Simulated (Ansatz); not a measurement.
## Run report: CH$_{5}$NOSSi, geometry relaxation (part 2 of 2)

The same run, continued: CH$_{5}$NOSSi; RKS PBE0/6-31G (Ansatz 0.2.0). It belongs to a series of runs on one base structure; here: end point A relaxed.

Geometry of the input (Å):
```
O  -0.7419  -0.0005  2.1187
Si 0.4691  -0.3050  1.0847
N  -0.1868  -1.1232  -0.1637
C  -0.4498  -0.0825  -1.0305
S  0.7858  0.4490  -2.0913
H  -1.6055  -0.4071  1.8629
H  1.3977  0.8597  0.9068
H  0.5637  -1.7122  -0.6138
H  -1.2342  0.6793  -0.6735
H  1.0850  1.5915  -1.3973
```

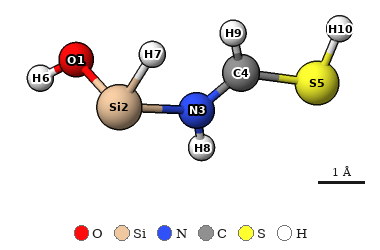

Fig. 1: The geometry at step 14 of the log (ball-and-stick view, seen at a tilt; atoms are numbered from 1 in the order of the input).

Trajectory as extended XYZ, continued:
```
10
Properties=species:S:1:pos:R:3:forces:R:3 step=5 energy=-23350.81288
O    -0.9818    0.0176    2.1776   -0.7674  -0.6647   0.0384
Si    0.5424   -0.5041    1.4646   -0.1592  -0.0111   0.5704
N    -0.1061   -1.1085   -0.2847   -0.0207  -0.0161  -0.4124
C    -0.1135    0.0767   -0.8746   -0.2774   0.0901  -0.2117
S     0.8495    0.5029   -2.3642    0.0748   0.1526   0.1286
H    -1.7370   -0.6187    2.2907    0.9355   0.6642  -0.0394
H     0.9502    0.8753    0.8416    0.0613   0.0259   0.1397
H     0.3707   -1.9024   -0.7047    0.0517   0.1288  -0.0478
H    -0.8569    0.7984   -0.5300    0.3403  -0.0327  -0.0925
H     1.1656    1.8116   -2.0134   -0.2389  -0.3371  -0.0732
10
Properties=species:S:1:pos:R:3:forces:R:3 step=6 energy=-23350.91331
O    -1.0617    0.0004    2.1814   -0.8046  -0.8976   0.1863
Si    0.4951   -0.5222    1.5252   -0.1290  -0.0071   0.3240
N    -0.1013   -1.0790   -0.3271    0.0818   0.0682   0.0124
C    -0.0711    0.0819   -0.9259   -0.3667   0.5624  -0.1791
S     0.8793    0.4574   -2.4329    0.0274   0.3937   0.1966
H    -1.7445   -0.6890    2.4269    0.9996   0.9250  -0.2614
H     0.9172    0.8850    0.9376    0.0251  -0.1942   0.2938
H     0.3684   -1.8843   -0.7346    0.0028   0.0524  -0.0336
H    -0.6892    0.8934   -0.5103    0.3406  -0.4398  -0.3785
H     1.0909    1.8054   -2.1373   -0.1769  -0.4629  -0.1605
10
Properties=species:S:1:pos:R:3:forces:R:3 step=7 energy=-23351.03638
O    -1.1099   -0.0187    2.2046   -0.6891  -0.7949   0.3084
Si    0.4496   -0.5859    1.6009   -0.0615   0.1454  -0.0306
N    -0.0720   -1.0268   -0.3416    0.0751   0.4624  -0.2152
C    -0.0402    0.1106   -0.9832   -0.1344  -0.1606   0.0735
S     0.8978    0.4372   -2.5050   -0.0175   0.4500   0.1924
H    -1.7537   -0.7053    2.5254    0.6986   0.7681  -0.2788
H     0.9460    0.8324    1.1231   -0.0574  -0.1872   0.1763
H     0.3803   -1.8451   -0.7421    0.0286  -0.0114  -0.0110
H    -0.6357    0.9399   -0.5968    0.2814  -0.1726  -0.0390
H     1.0210    1.8108   -2.2823   -0.1238  -0.4993  -0.1761
10
Properties=species:S:1:pos:R:3:forces:R:3 step=8 energy=-23351.12870
O    -1.1654   -0.0623    2.2155   -0.4770  -0.4145   0.1348
Si    0.4106   -0.6076    1.6480    0.1872  -0.0979   0.1237
N     0.0011   -0.9723   -0.3325   -0.0088   0.1617  -0.2140
C     0.0312    0.1388   -0.9973   -0.0738   0.1722  -0.0565
S     0.8551    0.4044   -2.5937   -0.0470   0.3051   0.1428
H    -1.7853   -0.7438    2.5536    0.3121   0.3902  -0.1213
H     0.9272    0.8311    1.3028   -0.0818  -0.1663  -0.0353
H     0.3443   -1.8280   -0.7684    0.0520   0.0541   0.2193
H    -0.4681    1.0042   -0.5652    0.2256  -0.0493  -0.0701
H     0.9324    1.7845   -2.4597   -0.0885  -0.3554  -0.1234
10
Properties=species:S:1:pos:R:3:forces:R:3 step=9 energy=-23351.21225
O    -1.2222   -0.1241    2.2002   -0.2453  -0.1013   0.1137
Si    0.3838   -0.6639    1.7139    0.0782   0.0862  -0.0953
N     0.0525   -0.8935   -0.3047    0.1516  -0.1996  -0.4392
C     0.0948    0.1912   -1.0032    0.0290   0.1029   0.1110
S     0.8175    0.3745   -2.6624   -0.1285   0.2020   0.1879
H    -1.8202   -0.7820    2.5924    0.0368   0.0712  -0.0036
H     0.8936    0.7709    1.3737    0.0168  -0.0280   0.1200
H     0.3387   -1.7829   -0.7269   -0.0788   0.2642   0.1573
H    -0.3002    1.0998   -0.5488    0.2107  -0.0983  -0.0896
H     0.8448    1.7590   -2.6313   -0.0706  -0.2992  -0.0623
10
Properties=species:S:1:pos:R:3:forces:R:3 step=10 energy=-23351.27270
O    -1.2843   -0.1747    2.2049   -0.0518   0.1072  -0.0567
Si    0.3465   -0.6748    1.7452    0.1172  -0.1115  -0.0285
N     0.1069   -0.8418   -0.3059    0.1193  -0.2886  -0.1525
C     0.1740    0.2298   -1.0128   -0.0797   0.1238   0.1430
S     0.7528    0.3411   -2.7217   -0.0278   0.1898   0.0284
H    -1.8533   -0.8295    2.6329   -0.0557  -0.0963   0.0397
H     0.8759    0.7653    1.4800   -0.0654   0.0276   0.0069
H     0.3206   -1.7532   -0.7295   -0.1031   0.3533   0.1802
H    -0.1222    1.1658   -0.5394    0.1830  -0.1022  -0.0923
H     0.7661    1.7210   -2.7507   -0.0359  -0.2031  -0.0682
10
Properties=species:S:1:pos:R:3:forces:R:3 step=11 energy=-23351.31071
O    -1.3221   -0.2177    2.1791   -0.0252   0.0520  -0.0327
Si    0.3397   -0.6848    1.7767    0.0206  -0.0188  -0.0548
N     0.1469   -0.7980   -0.2832    0.1035  -0.4357  -0.1285
C     0.2282    0.2632   -0.9988    0.1902  -0.2005  -0.1967
S     0.6915    0.3170   -2.7565   -0.0972   0.0593   0.1859
H    -1.8775   -0.8761    2.6214   -0.0237  -0.0803   0.0135
H     0.8380    0.7703    1.5348   -0.0128   0.0383   0.0179
H     0.2832   -1.7247   -0.7101   -0.1284   0.4392   0.1596
H     0.0635    1.2107   -0.5086    0.0026   0.2404   0.0413
H     0.6917    1.6892   -2.8518   -0.0296  -0.0939  -0.0054
10
Properties=species:S:1:pos:R:3:forces:R:3 step=12 energy=-23351.32141
O    -1.3607   -0.2675    2.1481   -0.0031  -0.0528   0.0009
Si    0.3375   -0.6814    1.8112   -0.0449   0.0590  -0.0829
N     0.1943   -0.7525   -0.2567    0.0830  -0.5451  -0.1596
C     0.3265    0.2945   -0.9840   -0.2443   0.5414   0.0724
S     0.6121    0.2765   -2.7874   -0.0226   0.1037   0.3394
H    -1.8975   -0.9474    2.5873    0.0533   0.0134  -0.0435
H     0.8089    0.7924    1.6007   -0.0163  -0.0076   0.0092
H     0.2047   -1.6933   -0.6897   -0.0117   0.6768   0.2456
H     0.2462    1.2849   -0.4879    0.2093  -0.7136  -0.3891
H     0.6111    1.6429   -2.9386   -0.0029  -0.0752   0.0078
10
Properties=species:S:1:pos:R:3:forces:R:3 step=13 energy=-23351.33784
O    -1.3648   -0.2823    2.1411    0.0015  -0.0226  -0.0213
Si    0.3404   -0.6623    1.8057   -0.0267  -0.0113  -0.0493
N     0.1914   -0.7504   -0.2512    0.0563  -0.3227  -0.1055
C     0.3351    0.2945   -0.9805   -0.1880   0.3842   0.0856
S     0.5981    0.2758   -2.7810   -0.0029   0.0409   0.2286
H    -1.8841   -0.9713    2.5846    0.0175  -0.0136  -0.0093
H     0.7828    0.8152    1.5822    0.0044   0.0304   0.0133
H     0.1733   -1.6860   -0.6812    0.0018   0.4600   0.1571
H     0.2927    1.2759   -0.4771    0.1427  -0.5009  -0.3310
H     0.6182    1.6399   -2.9396   -0.0066  -0.0443   0.0318
10
Properties=species:S:1:pos:R:3:forces:R:3 step=14 energy=-23351.35710
O    -1.3770   -0.3376    2.1292   -0.0007  -0.0383   0.0343
Si    0.3474   -0.6289    1.7969   -0.0545  -0.0382  -0.0736
N     0.1680   -0.7201   -0.2420   -0.0286  -0.0532   0.0742
C     0.3336    0.3082   -0.9900    0.1145   0.0541   0.1502
S     0.5934    0.2560   -2.7761   -0.0306   0.0588  -0.0010
H    -1.8481   -1.0415    2.6042    0.0375   0.0264  -0.0288
H     0.7422    0.8627    1.5751   -0.0126   0.0380   0.0107
H     0.0903   -1.6485   -0.6581   -0.0043   0.0909   0.0023
H     0.3831    1.2813   -0.4986   -0.0171  -0.1162  -0.1402
H     0.6502    1.6174   -2.9376   -0.0036  -0.0222  -0.0278
10
Properties=species:S:1:pos:R:3:forces:R:3 step=15 energy=-23351.35070 accepted=F
O    -1.3868   -0.4003    2.1348   -0.0764  -0.0289   0.0516
Si    0.3390   -0.6220    1.7794    0.0610   0.0569   0.1593
N     0.1358   -0.6738   -0.2165    0.1063  -0.2826   0.0017
C     0.3619    0.3261   -0.9771    0.0704   0.5544  -0.5444
S     0.5644    0.2330   -2.7736    0.0241  -0.1166  -0.0446
H    -1.8114   -1.1148    2.6340   -0.0265  -0.0193  -0.0008
H     0.6848    0.8892    1.6114    0.0377  -0.0022  -0.0120
H     0.0237   -1.5925   -0.6435   -0.1243  -0.0175   0.0737
H     0.4776    1.3213   -0.5589   -0.0623  -0.1113   0.2430
H     0.6940    1.5828   -2.9870   -0.0099  -0.0330   0.0726
10
Properties=species:S:1:pos:R:3:forces:R:3 step=16 energy=-23351.36240
O    -1.3852   -0.3684    2.1375   -0.0019  -0.0299   0.0036
Si    0.3431   -0.6162    1.7905   -0.0051  -0.0296   0.0222
N     0.1622   -0.7000   -0.2324    0.0100   0.0938   0.0167
C     0.3666    0.3163   -0.9889   -0.1137  -0.0562   0.0176
S     0.5785    0.2447   -2.7790    0.0295   0.0101  -0.0276
H    -1.8319   -1.0868    2.6138    0.0273   0.0219  -0.0171
H     0.7122    0.8856    1.5859   -0.0146   0.0106   0.0031
H     0.0389   -1.6210   -0.6479    0.0059  -0.0251  -0.0162
H     0.4346    1.2926   -0.5198    0.0615   0.0192   0.0105
H     0.6643    1.6022   -2.9567    0.0009  -0.0147  -0.0128
10
Properties=species:S:1:pos:R:3:forces:R:3 step=17 energy=-23351.36585
O    -1.3917   -0.4299    2.1573    0.0416  -0.0042   0.0146
Si    0.3427   -0.5955    1.7893   -0.0528   0.0399  -0.0736
N     0.1268   -0.6608   -0.2312   -0.0297  -0.1132   0.0669
C     0.3753    0.3329   -1.0016    0.0003   0.0981   0.0019
S     0.5987    0.2283   -2.7899   -0.0073  -0.0277  -0.0134
H    -1.7873   -1.1577    2.6623   -0.0012  -0.0055  -0.0091
H     0.6548    0.9215    1.5891   -0.0014  -0.0081   0.0252
H    -0.0511   -1.5787   -0.6369    0.0228   0.0150  -0.0057
H     0.5026    1.3092   -0.5426    0.0273   0.0050  -0.0085
H     0.7123    1.5796   -2.9928    0.0005   0.0008   0.0018
10
Properties=species:S:1:pos:R:3:forces:R:3 step=18 energy=-23351.36650
O    -1.3949   -0.4614    2.1769    0.0429  -0.0256   0.0063
Si    0.3379   -0.5785    1.7797   -0.0340   0.0032   0.0208
N     0.1055   -0.6367   -0.2295   -0.0321  -0.0413   0.0203
C     0.3810    0.3447   -1.0087    0.0576   0.0730  -0.0328
S     0.5958    0.2130   -2.7980   -0.0079  -0.0115   0.0109
H    -1.7633   -1.2098    2.6740    0.0166   0.0294  -0.0278
H     0.6256    0.9496    1.6217   -0.0222  -0.0499  -0.0408
H    -0.0991   -1.5518   -0.6321    0.0100   0.0603   0.0306
H     0.5545    1.3205   -0.5626   -0.0313  -0.0254   0.0073
H     0.7399    1.5593   -3.0183    0.0004  -0.0121   0.0053
10
Properties=species:S:1:pos:R:3:forces:R:3 step=19 energy=-23351.36723
O    -1.3914   -0.4596    2.1785    0.0305  -0.0358   0.0098
Si    0.3399   -0.5820    1.7791   -0.0386   0.0550   0.0065
N     0.1035   -0.6340   -0.2250    0.0079  -0.0293  -0.0345
C     0.3815    0.3476   -1.0042    0.0085   0.0026  -0.0240
S     0.5955    0.2113   -2.7929   -0.0015   0.0009   0.0121
H    -1.7634   -1.2108    2.6682    0.0102   0.0275  -0.0129
H     0.6237    0.9439    1.6023    0.0009  -0.0313   0.0204
H    -0.0992   -1.5484   -0.6281   -0.0032   0.0347   0.0025
H     0.5509    1.3241   -0.5597   -0.0154  -0.0124   0.0208
H     0.7421    1.5569   -3.0152    0.0006  -0.0118  -0.0007
10
Properties=species:S:1:pos:R:3:forces:R:3 step=20 energy=-23351.36731
O    -1.3859   -0.4643    2.1807   -0.0033   0.0088   0.0050
Si    0.3414   -0.5796    1.7752   -0.0144  -0.0234  -0.0088
N     0.0985   -0.6311   -0.2290   -0.0310  -0.0326   0.0719
C     0.3777    0.3505   -1.0065    0.0105   0.0254  -0.0004
S     0.6054    0.2076   -2.7894    0.0032   0.0104  -0.0552
H    -1.7570   -1.2127    2.6734   -0.0003  -0.0095   0.0049
H     0.6221    0.9433    1.6070    0.0070   0.0223  -0.0055
H    -0.1094   -1.5434   -0.6318    0.0180  -0.0064  -0.0084
H     0.5385    1.3270   -0.5595    0.0105   0.0044   0.0048
H     0.7519    1.5518   -3.0172   -0.0003   0.0005  -0.0084
10
Properties=species:S:1:pos:R:3:forces:R:3 step=21 energy=-23351.36758
O    -1.3889   -0.4632    2.1829    0.0081  -0.0007   0.0014
Si    0.3387   -0.5805    1.7763   -0.0108  -0.0003   0.0004
N     0.0992   -0.6319   -0.2284   -0.0039  -0.0165   0.0205
C     0.3797    0.3496   -1.0065    0.0009   0.0175  -0.0094
S     0.6022    0.2097   -2.7926    0.0024  -0.0006  -0.0122
H    -1.7589   -1.2128    2.6753    0.0011   0.0002  -0.0012
H     0.6218    0.9435    1.6068    0.0006   0.0014  -0.0004
H    -0.1044   -1.5453   -0.6318    0.0020   0.0061  -0.0038
H     0.5439    1.3259   -0.5597   -0.0009  -0.0053   0.0044
H     0.7499    1.5540   -3.0193    0.0003  -0.0019   0.0003
10
Properties=species:S:1:pos:R:3:forces:R:3 step=22 energy=-23351.36760
O    -1.3884   -0.4630    2.1851    0.0041  -0.0001   0.0004
Si    0.3382   -0.5807    1.7758   -0.0035   0.0010   0.0002
N     0.0981   -0.6317   -0.2287   -0.0031  -0.0053   0.0100
C     0.3785    0.3501   -1.0068    0.0052   0.0049  -0.0071
S     0.6034    0.2096   -2.7930    0.0003  -0.0004  -0.0033
H    -1.7582   -1.2136    2.6760   -0.0003  -0.0003   0.0002
H     0.6216    0.9434    1.6065    0.0001   0.0004   0.0003
H    -0.1045   -1.5450   -0.6324    0.0000   0.0021  -0.0039
H     0.5427    1.3262   -0.5596   -0.0028  -0.0015   0.0028
H     0.7517    1.5537   -3.0200    0.0000  -0.0008   0.0005
```

Key numbers:

```csv
quantity,value
outcome,converged
total energy,−23351.3676 eV
mean-field energy,−23351.3676 eV
largest force (length of the vector) at the end,0.012 eV/Å
hardware,"1 thread of Intel Xeon @ 2.70GHz, 189 GiB of memory available, shared host"
wall time,2.5 min
peak memory,0.2 GiB
```
